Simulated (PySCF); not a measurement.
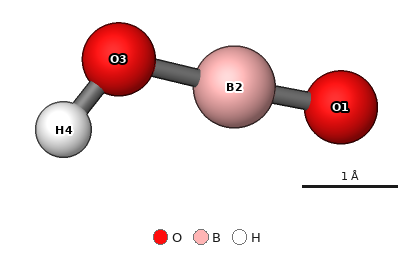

The structure as given in the input (ball-and-stick view, seen at a tilt; atoms are numbered from 1 in the order of the input). Bond lengths as drawn: B–O 1.21 to 1.32 Å and H–O 0.96 Å.

# Single-point calculation of BHO2

- system: BHO2, SMILES O=BO
- method: CCSDT(Q)/STO-3G, RHF (PySCF 2.14.0)

The geometry comes from this level: PBE0-D4/def2-TZVP.

**What the program printed**
```
PySCF version 2.14.0

[INPUT] num. atoms = 4
[INPUT] num. electrons = 22
[INPUT] charge = 0
[INPUT] spin (= nelec alpha-beta = 2S) = 0
[INPUT] symmetry False subgroup None
[INPUT] Mole.unit = bohr
[INPUT] Symbol           X                Y                Z      unit          X                Y                Z       unit  Magmom
[INPUT]  1 O     -1.555099949034   0.523500197801   0.428500188188 AA   -2.938713000000   0.989272000000   0.809748000000 Bohr   0.0
[INPUT]  2 B     -0.423900050694   0.132000080201   0.248600045209 AA   -0.801055000000   0.249444000000   0.469786000000 Bohr   0.0
[INPUT]  3 O      0.816699827524  -0.301999846740   0.108599863934 AA    1.543339000000  -0.570697000000   0.205224000000 Bohr   0.0
[INPUT]  4 H      1.162300172204  -0.353499902084  -0.785700097331 AA    2.196429000000  -0.668018000000  -1.484758000000 Bohr   0.0

nuclear repulsion = 54.0055786723739
number of shells = 10
number of NR pGTOs = 48
number of NR cGTOs = 16
basis = sto-3g
ecp = {}

******** <class 'pyscf.scf.hf.RHF'> ********
method = RHF
initial guess = minao
damping factor = 0
level_shift factor = 0
DIIS = <class 'pyscf.scf.diis.CDIIS'>
diis_start_cycle = 1
diis_space = 8
diis_damp = 0
SCF conv_tol = 1e-10
SCF conv_tol_grad = None
SCF max_cycles = 50
direct_scf = True
direct_scf_tol = 1e-13
Set gradient conv threshold to 1e-05
Initial guess from minao.
init E= -173.05957154874
  HOMO = -0.42803866183832  LUMO = 0.242469177098128  gap/eV = 18.24545
cycle= 1 E= -172.536939928654  delta_E= 0.523  |g|= 0.672  |ddm|= 2.76
  HOMO = -0.23545030737596  LUMO = 0.377254586642926  gap/eV = 16.67255
cycle= 2 E= -172.625655774488  delta_E= -0.0887  |g|= 0.532  |ddm|= 1.34
  HOMO = -0.347080816206567  LUMO = 0.379324765148478  gap/eV = 19.76650
cycle= 3 E= -172.700474671164  delta_E= -0.0748  |g|= 0.0552  |ddm|= 0.581
  HOMO = -0.355130678727178  LUMO = 0.385338432813614  gap/eV = 20.14919
cycle= 4 E= -172.701870539789  delta_E= -0.0014  |g|= 0.0192  |ddm|= 0.0907
  HOMO = -0.358347139865877  LUMO = 0.384240630393042  gap/eV = 20.20684
cycle= 5 E= -172.702084050433  delta_E= -0.000214  |g|= 0.00533  |ddm|= 0.0439
  HOMO = -0.358078429004915  LUMO = 0.383678715964438  gap/eV = 20.18424
cycle= 6 E= -172.702107713876  delta_E= -2.37e-05  |g|= 0.00126  |ddm|= 0.0178
  HOMO = -0.358594521715813  LUMO = 0.384114920632863  gap/eV = 20.21015
cycle= 7 E= -172.702109343966  delta_E= -1.63e-06  |g|= 0.000389  |ddm|= 0.00456
  HOMO = -0.358628806755805  LUMO = 0.384099196790984  gap/eV = 20.21066
cycle= 8 E= -172.702109555231  delta_E= -2.11e-07  |g|= 0.000123  |ddm|= 0.00143
  HOMO = -0.358657269809337  LUMO = 0.384097917051035  gap/eV = 20.21140
cycle= 9 E= -172.702109575827  delta_E= -2.06e-08  |g|= 1.65e-05  |ddm|= 0.000553
  HOMO = -0.358660330429351  LUMO = 0.38409533581964  gap/eV = 20.21141
cycle= 10 E= -172.702109576089  delta_E= -2.62e-10  |g|= 3.12e-06  |ddm|= 5.79e-05
  HOMO = -0.358660208936284  LUMO = 0.384095435792081  gap/eV = 20.21141
cycle= 11 E= -172.702109576098  delta_E= -8.58e-12  |g|= 5.55e-07  |ddm|= 1.07e-05
  HOMO = -0.358660055640168  LUMO = 0.384095491394984  gap/eV = 20.21141
Extra cycle  E= -172.702109576098  delta_E= -2.27e-13  |g|= 2.62e-07  |ddm|= 1.23e-06
converged SCF energy = -172.702109576098

******** <class 'pyscf.cc.rccsdt.RCCSDT'> ********
RCCSDT nocc = 8, nmo = 13
Allocating only the i<=j<=k part of the T3 amplitude in memory
frozen orbitals 3
max_cycle = 50
conv_tol = 1e-07
conv_tol_normt = 1e-06
diis with the T3 amplitude
diis_space = 6
diis_start_cycle = 0
diis_start_energy_diff = 1e+09
einsum_backend: numpy
_make_eris_incore_RCCSDT
blksize  8    blksize_oovv  4    blksize_oooo  4    blksize_vvvv  1

WARN: A large `blksize` is being used, which may cause large memory consumption
      for storing contraction intermediates. If memory is sufficient, consider using
      `pyscf.cc.rccsdt_highm.RCCSDT` instead.

Approximate memory usage estimate
    T3 memory                 117 KB
    R3 memory                 117 KB
    Symmetrized T3 memory    70.3 KB
    ERIs memory               223 KB
    T1-ERIs memory            223 KB
    Intermediates memory      223 KB
    Block workspace           188 KB
    T3 einsum buffer          188 KB
Init t2, MP2 energy = -172.856932990751  E_corr(MP2) -0.154823414653
Init E_corr(RCCSDT) = -0.154823414653049
cycle =  1  E_corr(RCCSDT) = -0.151066794910  dE =  3.756619742941e-03  norm(d tamps) = 9.21540610e-02
cycle =  2  E_corr(RCCSDT) = -0.178287944726  dE = -2.722114981604e-02  norm(d tamps) = 6.33884715e-02
cycle =  3  E_corr(RCCSDT) = -0.172774187277  dE =  5.513757449197e-03  norm(d tamps) = 3.41944486e-02
cycle =  4  E_corr(RCCSDT) = -0.176312471654  dE = -3.538284376598e-03  norm(d tamps) = 8.07986192e-03
cycle =  5  E_corr(RCCSDT) = -0.176665477158  dE = -3.530055039570e-04  norm(d tamps) = 2.35878370e-03
cycle =  6  E_corr(RCCSDT) = -0.176613876167  dE =  5.160099076468e-05  norm(d tamps) = 7.42829579e-04
cycle =  7  E_corr(RCCSDT) = -0.176605529027  dE =  8.347140172782e-06  norm(d tamps) = 2.61516262e-04
cycle =  8  E_corr(RCCSDT) = -0.176608349856  dE = -2.820829713812e-06  norm(d tamps) = 1.05859941e-04
cycle =  9  E_corr(RCCSDT) = -0.176609572923  dE = -1.223066735168e-06  norm(d tamps) = 5.02402804e-05
cycle = 10  E_corr(RCCSDT) = -0.176609359820  dE =  2.131028764840e-07  norm(d tamps) = 2.29902918e-05
cycle = 11  E_corr(RCCSDT) = -0.176609606453  dE = -2.466330389916e-07  norm(d tamps) = 7.90037012e-06
cycle = 12  E_corr(RCCSDT) = -0.176610057045  dE = -4.505921749609e-07  norm(d tamps) = 3.76542185e-06
cycle = 13  E_corr(RCCSDT) = -0.176610293181  dE = -2.361359897618e-07  norm(d tamps) = 1.71545627e-06
cycle = 14  E_corr(RCCSDT) = -0.176610386087  dE = -9.290612440482e-08  norm(d tamps) = 6.84208995e-07
```

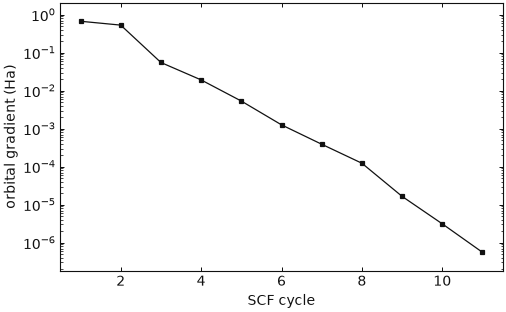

Convergence of the self-consistent field: orbital gradient against the SCF cycle. The residual falls at every step.

```
RCCSDT converged
E(RCCSDT) = -172.8787199621852   E_corr = -0.176610386087466
E_corr(same-spin) = -0.0340445034530593
E_corr(oppo-spin) = -0.142565882634407
_make_eris_incore_RCCSDT
[Q] correction =  1.893188982590e-03    (Q) correction =  4.838928605226e-04
total energy: -172.87823607 hartree
```

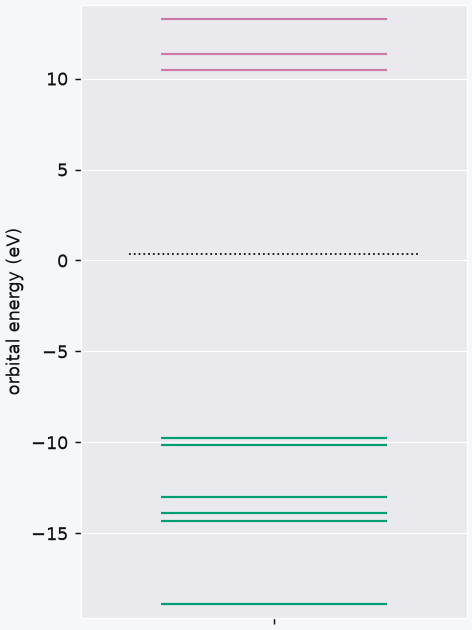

Orbital energies near the frontier (SCF reference); the dotted line parts filled from empty levels, and levels within 0.02 eV of each other stand side by side. Highest filled −9.76 eV, lowest empty 10.45 eV, 20.21 eV apart.

The run was set up as follows.

**Input (run.py)**
```python
from pyscf import gto, scf, cc

mol = gto.M(
    atom='''
O     -2.938713     0.989272     0.809748
B     -0.801055     0.249444     0.469786
O      1.543339    -0.570697     0.205224
H      2.196429    -0.668018    -1.484758
''',
    basis='sto-3g',
    unit='bohr',
    verbose=4,
    max_memory=1860,
)

mf = scf.RHF(mol)
mf.conv_tol = 1e-10
mf.kernel()
if not mf.converged:
    mf = mf.newton().run(mf.mo_coeff, mf.mo_occ)

mycc = cc.CCSDT(mf, frozen=3)
mycc.kernel()
e_bracket, e_q = mycc.ccsdt_q()
energy = mycc.e_tot + e_q
print(f'total energy: {energy:.8f} hartree')
```

Command:
```bash
OMP_NUM_THREADS=1 python run.py
```

**Key numbers**

| quantity | value |
| --- | --- |
| outcome | converged |
| total energy | −172.878236 hartree |
| SCF energy | −172.702110 hartree |
| correlation energy | −0.176126 hartree |
| basis functions | 16 |
| T1 diagnostic | 0.017 |
| HOMO of the SCF reference | −9.76 eV |
| LUMO of the SCF reference | 10.45 eV |
| hardware | 1 thread of Intel Xeon (Sapphire Rapids), 16 GiB of memory available, shared host |
| wall time | 1.6 s |
| peak memory | 0.11 GiB |
